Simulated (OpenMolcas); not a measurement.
Geometry relaxation, with input and output: BCl$_{2}$ (charge +1) (part 3 of 4)

The same run, continued: BCl$_{2}$, charge +1; B3LYP/6-31G*, RKS (OpenMolcas 26.06). The run did not end well. The geometry comes from this level: PBE0-D4/def2-TZVP. The run did not end well; see the last part.

Geometry of the input (Å):
```
Cl -1.2679  0.7857  -0.6053
B  0.0000  0.0000  0.0000
Cl 1.2679  -0.7857  0.6053
```

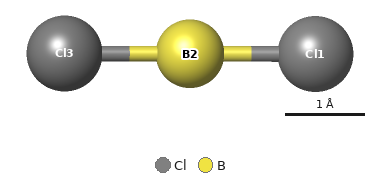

The input geometry (ball-and-stick view, seen on its broad side; atoms are numbered from 1 in the order of the input).

Log, continued
```
      SCF Algorithm: Conventional
      D(i)-D(i-1) density differences are used
      Number of density matrices in core                 5
      Maximum number of NDDO SCF iterations            400
      Maximum number of HF SCF iterations              400
      Threshold for SCF energy change             1.00E-09
      Threshold for density matrix                1.00E-04
      Threshold for Fock matrix                   1.50E-04
      Threshold for linear dependence             1.00E-09
      Threshold at which DIIS is turned on        1.50E-01
      Maximum depth in the DIIS procedure                5
      Maximum depth in the BFGS Hessian update          30
      Threshold at which QNR/C2DIIS is turned on  7.50E-02
      Threshold for Norm(delta) (QNR/C2DIIS)      1.00E-03
      All orbitals punched on: SCFORB
--

      Detected old SCF orbitals

++ Convergence information
                                   B3LYP      iterations: Energy and convergence statistics

Iter     Tot. B3LYP      One-elec.       Two-elec.     Energy      Max Dij or  Max Fij      DNorm      TNorm      AccCon     Time
         Energy          Energy          Energy        Change      Delta Norm                                                in Sec.
   1  -944.971406705 -1545.139137787   497.476071189   0.00E+00    4.77E-06    1.08E-06     9.07E+00   2.28E+02   None         0.
   2  -944.971406705 -1545.139101889   497.476035291  -1.02E-11    3.87E-06    9.37E-07     2.70E-05   2.28E+02   EDIIS        0.

       Convergence after   2 Iterations
--

 *****************************************************************************************************************************
 *                                             SCF/KS-DFT Program, Final results                                             *
 *                                                       Final Results                                                       *
 *****************************************************************************************************************************

::    Total KS-DFT energy                            -944.9714067055
      One-electron energy                           -1545.1391018892
      Two-electron energy                             497.4760352911
      Nuclear repulsion energy                        102.6916598926
      Kinetic energy (interpolated)                   941.9171043216
      Virial theorem                                    1.0032426446
      Total spin, S(S+1)                                0.0000000000
      Total spin, S                                     0.0000000000
      Max non-diagonal density matrix element           0.0000038672
      Max non-diagonal Fock matrix element              0.0000009375

      No orbitals printed

++    Molecular charges:
      ------------------

      Mulliken charges per centre
      ---------------------------

                CL1     B2      CL3
      Total   16.7144  4.5713 16.7144

      N-E      0.2856  0.4287  0.2856

      Total electronic charge=   38.000000

      Total            charge=    1.000000
--

++    Molecular properties:
      ---------------------

      Charge (e):
                      =    1.0000
      Dipole Moment (debye):
      Origin of the operator (angstrom)=   -0.0000   -0.0000   -0.0000
                   X=  9.1389E-06               Y=  1.5359E-05               Z=  3.2068E-06           Total=  1.8158E-05
      Center of Charge (angstrom)
                     X=    0.00000108               Y=    0.00000168               Z=   -0.00000295
      Quadrupole Moment (debye*angstrom):
      Origin of the operator (angstrom)=   -0.0000   -0.0000   -0.0000
                  XX= -1.9893E+01              XY= -4.1657E+00              XZ=  3.2093E+00              YY= -2.4034E+01
                  YZ= -1.9887E+00              ZZ= -2.5083E+01
      In traceless form (debye*angstrom)
                  XX=  4.6657E+00              XY= -6.2486E+00              XZ=  4.8139E+00              YY= -1.5459E+00
                  YZ= -2.9830E+00              ZZ= -3.1198E+00
--

--- Stop Module: last_energy /rc=_RC_ALL_IS_WELL_ ---
--- Module last_energy spent 1 second ---

>>> END DO

>>> COPY job.Opt.xyz final.xyz

>>> COPY job.slapaf.h5 final.slapaf.h5

--- Start Module: mckinley ---

                                             &MCKINLEY

                       available to each process: 1.9 GB of memory, 1 thread

--- Stop Module: mckinley /rc=_RC_INVOKED_OTHER_MODULE_ ---

--- Start Module: slapaf ---

                                              &SLAPAF

                       available to each process: 1.9 GB of memory, 1 thread

++       Slapaf input parameters:
         ------------------------

 Maximum number of iterations:                 0
 Convergence test a la Schlegel.
 Convergence criterion on gradient/para.<=: 3.0E-04
 Convergence criterion on step/parameter<=: 3.0E-04
 Convergence criterion on energy change <=: 0.0E+00
 Parameters for step-restricted optimization
 Maximum step length (initial seed):       3.00E-01

 -RFO activated with parameters:
   Maximum number of data points used in RFO:      5
 Line search is performed

 -Optimization for transition state.
  Optimization method: RS-P-RFO
  No mode to follow is specified!
  Optimization will follow mode with the lowest eigenvalue.

 -Initial Hessian guess is estimated with finite differences.
    Two point symmetric formula, Delta= 1.00E-02

 -Hessian update method: Broyden-Fletcher-Goldfarb-Shanno
  Maximum number of points in Hessian update:  5

 -Relaxation will be done on non-redundant internal coordinates, based on
  force constant weighted redundant internal coordinates.

--

 ******************************************
 * Statistics of the internal coordinates *
 ******************************************
 Translations and Rotations:         0
 Bonds                     :         2
 Angles                    :         2
 Torsions                  :         0
 Out-of-plane angles       :         0

  Accumulate the gradient for selected numerical differentiation.
     1 of     7
--- Stop Module: slapaf /rc=_RC_CONTINUE_LOOP_ ---

--- Start Module: seward ---
--- Stop Module: seward /rc=_RC_ALL_IS_WELL_ ---

--- Start Module: scf ---
--- Stop Module: scf /rc=_RC_ALL_IS_WELL_ ---

--- Start Module: slapaf ---
--- Stop Module: slapaf /rc=_RC_INVOKED_OTHER_MODULE_ ---

--- Start Module: alaska ---
 Rotational correction to the DFT gradient is turned off due to close-to-degeneracy problems!
--- Stop Module: alaska /rc=_RC_ALL_IS_WELL_ ---

--- Start Module: slapaf ---
  Accumulate the gradient for selected numerical differentiation.
     2 of     7
--- Stop Module: slapaf /rc=_RC_CONTINUE_LOOP_ ---

>>> END DO

>>> IF (ITER != 1)

--- Start Module: seward ---
--- Stop Module: seward /rc=_RC_ALL_IS_WELL_ ---

--- Start Module: scf ---
--- Stop Module: scf /rc=_RC_ALL_IS_WELL_ ---

--- Start Module: slapaf ---
--- Stop Module: slapaf /rc=_RC_INVOKED_OTHER_MODULE_ ---

--- Start Module: alaska ---
 Rotational correction to the DFT gradient is turned off due to close-to-degeneracy problems!
--- Stop Module: alaska /rc=_RC_ALL_IS_WELL_ ---

--- Start Module: slapaf ---
  Accumulate the gradient for selected numerical differentiation.
     3 of     7
--- Stop Module: slapaf /rc=_RC_CONTINUE_LOOP_ ---

>>> END DO

>>> IF (ITER != 1)

--- Start Module: seward ---
--- Stop Module: seward /rc=_RC_ALL_IS_WELL_ ---

--- Start Module: scf ---
--- Stop Module: scf /rc=_RC_ALL_IS_WELL_ ---
--- Module scf spent 1 second ---

--- Start Module: slapaf ---
--- Stop Module: slapaf /rc=_RC_INVOKED_OTHER_MODULE_ ---

--- Start Module: alaska ---
 Rotational correction to the DFT gradient is turned off due to close-to-degeneracy problems!
--- Stop Module: alaska /rc=_RC_ALL_IS_WELL_ ---

--- Start Module: slapaf ---
  Accumulate the gradient for selected numerical differentiation.
     4 of     7
--- Stop Module: slapaf /rc=_RC_CONTINUE_LOOP_ ---

>>> END DO

>>> IF (ITER != 1)

--- Start Module: seward ---
--- Stop Module: seward /rc=_RC_ALL_IS_WELL_ ---

--- Start Module: scf ---
--- Stop Module: scf /rc=_RC_ALL_IS_WELL_ ---
--- Module scf spent 1 second ---

--- Start Module: slapaf ---
--- Stop Module: slapaf /rc=_RC_INVOKED_OTHER_MODULE_ ---

--- Start Module: alaska ---
 Rotational correction to the DFT gradient is turned off due to close-to-degeneracy problems!
--- Stop Module: alaska /rc=_RC_ALL_IS_WELL_ ---

--- Start Module: slapaf ---
  Accumulate the gradient for selected numerical differentiation.
     5 of     7
--- Stop Module: slapaf /rc=_RC_CONTINUE_LOOP_ ---

>>> END DO

>>> IF (ITER != 1)

--- Start Module: seward ---
--- Stop Module: seward /rc=_RC_ALL_IS_WELL_ ---

--- Start Module: scf ---
--- Stop Module: scf /rc=_RC_ALL_IS_WELL_ ---
--- Module scf spent 1 second ---

--- Start Module: slapaf ---
--- Stop Module: slapaf /rc=_RC_INVOKED_OTHER_MODULE_ ---

--- Start Module: alaska ---
 Rotational correction to the DFT gradient is turned off due to close-to-degeneracy problems!
--- Stop Module: alaska /rc=_RC_ALL_IS_WELL_ ---

--- Start Module: slapaf ---
  Accumulate the gradient for selected numerical differentiation.
     6 of     7
--- Stop Module: slapaf /rc=_RC_CONTINUE_LOOP_ ---

>>> END DO

>>> IF (ITER != 1)

--- Start Module: seward ---
--- Stop Module: seward /rc=_RC_ALL_IS_WELL_ ---

--- Start Module: scf ---
--- Stop Module: scf /rc=_RC_ALL_IS_WELL_ ---

--- Start Module: slapaf ---
--- Stop Module: slapaf /rc=_RC_INVOKED_OTHER_MODULE_ ---

--- Start Module: alaska ---
 Rotational correction to the DFT gradient is turned off due to close-to-degeneracy problems!
--- Stop Module: alaska /rc=_RC_ALL_IS_WELL_ ---

--- Start Module: slapaf ---

  Numerical differentiation is finished!

 Observe that the harmonic oscillator analysis is only valid at stationary points!

 Note that rotational and translational degrees have been automatically removed,
 if the energy is invariant to these degrees of freedom.

 Harmonic frequencies in cm-1

 IR Intensities in km/mol

                        1         2         3

     Frequency:       297.02    564.64   1454.92

     Intensity:    4.840E+00 4.019E-07 4.698E+02
     Red. mass:     12.14066  34.96885  12.14066

     CL1        x   -0.02049  -0.09418  -0.03473
     CL1        y   -0.03842   0.05836   0.02152
     CL1        z   -0.00697  -0.04496  -0.01658
     B2         x    0.13013  -0.00000   0.22065
     B2         y    0.24410  -0.00001  -0.13673
     B2         z    0.04427  -0.00000   0.10534
     CL3        x   -0.02048   0.09418  -0.03473
     CL3        y   -0.03843  -0.05836   0.02152
     CL3        z   -0.00697   0.04496  -0.01658

++ Thermochemistry

 *********************
 *                   *
 *  THERMOCHEMISTRY  *
 *                   *
 *********************

 Mass-centered Coordinates (angstrom):
 ********************************************************
 Label        X           Y           Z          Mass
 --------------------------------------------------------
 CL1        0.000000   -0.000001   -1.620640     34.96885
 B2        -0.000000    0.000008    0.000000     11.00931
 CL3        0.000000   -0.000001    1.620640     34.96885
 --------------------------------------------------------
 Molecular mass:   80.947011
 Rotational Constants (cm-1):    0.0918    0.0918**********
 Rotational Constants (GHz) :    2.7513    2.7513**********
 Rotational temperatures (K):    0.1320    0.1320**********
 Rotational Symmetry factor:  1
 Vibrational temperature (K):
    427.35   812.39  2093.31
 Number of trans. and rot. degrees of freedom:  6
 ZPVE                 3.312 kcal/mol      0.005278 au.
 ZPVE corrected energy                 -944.966125 au.

 *****************************************************
 Temperature =     0.00 kelvin, Pressure =   1.00 atm
 -----------------------------------------------------
 Molecular Partition Function and Molar Entropy:
                        q/V (M**-3)    S(kcal/mol*K)
 Electronic            1.000000E+00        0.000
 Translational         1.000000E+00        0.000
 Rotational            1.000000E+00        2.981
 Vibrational           1.000000E+00        0.000
 TOTAL                 1.000000E+00        2.981

 Thermal contributions to INTERNAL ENERGY:
 Electronic           0.000 kcal/mol      0.000000 au.
 Translational        0.000 kcal/mol      0.000000 au.
 Rotational           0.000 kcal/mol      0.000000 au.
 Vibrational          3.312 kcal/mol      0.005278 au.
 TOTAL                3.312 kcal/mol      0.005278 au.

 Thermal contributions to
 ENTHALPY             3.312 kcal/mol      0.005278 au.
 GIBBS FREE ENERGY    3.312 kcal/mol      0.005278 au.

 Sum of energy and thermal contributions
 INTERNAL ENERGY                       -944.966125 au.
 ENTHALPY                              -944.966125 au.
 GIBBS FREE ENERGY                     -944.966125 au.
 -----------------------------------------------------

 *****************************************************
 Temperature =   100.00 kelvin, Pressure =   1.00 atm
 -----------------------------------------------------
 Molecular Partition Function and Molar Entropy:
                        q/V (M**-3)    S(kcal/mol*K)
 Electronic            1.000000E+00        0.000
 Translational         4.328142E+27       33.661
 Rotational            7.441004E-02       -2.182
 Vibrational           5.869493E-08        0.153
 TOTAL                 1.890313E+19       31.632

 Thermal contributions to INTERNAL ENERGY:
 Electronic           0.000 kcal/mol      0.000000 au.
 Translational        0.298 kcal/mol      0.000475 au.
 Rotational           0.298 kcal/mol      0.000475 au.
 Vibrational          3.324 kcal/mol      0.005297 au.
 TOTAL                3.920 kcal/mol      0.006247 au.

 Thermal contributions to
 ENTHALPY             4.119 kcal/mol      0.006564 au.
 GIBBS FREE ENERGY    0.956 kcal/mol      0.001523 au.

 Sum of energy and thermal contributions
 INTERNAL ENERGY                       -944.965155 au.
 ENTHALPY                              -944.964839 au.
 GIBBS FREE ENERGY                     -944.969880 au.
 -----------------------------------------------------

 *****************************************************
 Temperature =   273.15 kelvin, Pressure =   1.00 atm
 -----------------------------------------------------
 Molecular Partition Function and Molar Entropy:
                        q/V (M**-3)    S(kcal/mol*K)
 Electronic            1.000000E+00        0.000
 Translational         1.953904E+28       38.653
 Rotational            3.359181E-01        0.813
 Vibrational           2.986879E-03        1.719
 TOTAL                 1.960443E+25       41.185

 Thermal contributions to INTERNAL ENERGY:
 Electronic           0.000 kcal/mol      0.000000 au.
 Translational        0.814 kcal/mol      0.001298 au.
 Rotational           0.814 kcal/mol      0.001298 au.
 Vibrational          3.625 kcal/mol      0.005777 au.
 TOTAL                5.254 kcal/mol      0.008372 au.

 Thermal contributions to
 ENTHALPY             5.796 kcal/mol      0.009237 au.
 GIBBS FREE ENERGY   -5.453 kcal/mol     -0.008690 au.

 Sum of energy and thermal contributions
 INTERNAL ENERGY                       -944.963031 au.
 ENTHALPY                              -944.962166 au.
 GIBBS FREE ENERGY                     -944.980093 au.
 -----------------------------------------------------

 *****************************************************
 Temperature =   298.15 kelvin, Pressure =   1.00 atm
 -----------------------------------------------------
 Molecular Partition Function and Molar Entropy:
                        q/V (M**-3)    S(kcal/mol*K)
 Electronic            1.000000E+00        0.000
 Translational         2.228198E+28       39.088
 Rotational            3.830750E-01        1.074
 Vibrational           5.256091E-03        1.963
 TOTAL                 4.486425E+25       42.124

 Thermal contributions to INTERNAL ENERGY:
 Electronic           0.000 kcal/mol      0.000000 au.
 Translational        0.889 kcal/mol      0.001416 au.
 Rotational           0.889 kcal/mol      0.001416 au.
 Vibrational          3.695 kcal/mol      0.005888 au.
 TOTAL                5.472 kcal/mol      0.008720 au.

 Thermal contributions to
 ENTHALPY             6.065 kcal/mol      0.009665 au.
 GIBBS FREE ENERGY   -6.495 kcal/mol     -0.010350 au.

 Sum of energy and thermal contributions
 INTERNAL ENERGY                       -944.962683 au.
 ENTHALPY                              -944.961738 au.
 GIBBS FREE ENERGY                     -944.981753 au.
 -----------------------------------------------------

 *****************************************************
 Temperature =   323.15 kelvin, Pressure =   1.00 atm
 -----------------------------------------------------
 Molecular Partition Function and Molar Entropy:
                        q/V (M**-3)    S(kcal/mol*K)
 Electronic            1.000000E+00        0.000
 Translational         2.514246E+28       39.488
 Rotational            4.322528E-01        1.314
 Vibrational           8.554719E-03        2.201
 TOTAL                 9.297181E+25       43.003

 Thermal contributions to INTERNAL ENERGY:
 Electronic           0.000 kcal/mol      0.000000 au.
 Translational        0.963 kcal/mol      0.001535 au.
 Rotational           0.963 kcal/mol      0.001535 au.
 Vibrational          3.769 kcal/mol      0.006006 au.
 TOTAL                5.695 kcal/mol      0.009076 au.

 Thermal contributions to
 ENTHALPY             6.337 kcal/mol      0.010099 au.
 GIBBS FREE ENERGY   -7.559 kcal/mol     -0.012046 au.

 Sum of energy and thermal contributions
 INTERNAL ENERGY                       -944.962327 au.
 ENTHALPY                              -944.961304 au.
 GIBBS FREE ENERGY                     -944.983449 au.
 -----------------------------------------------------
```
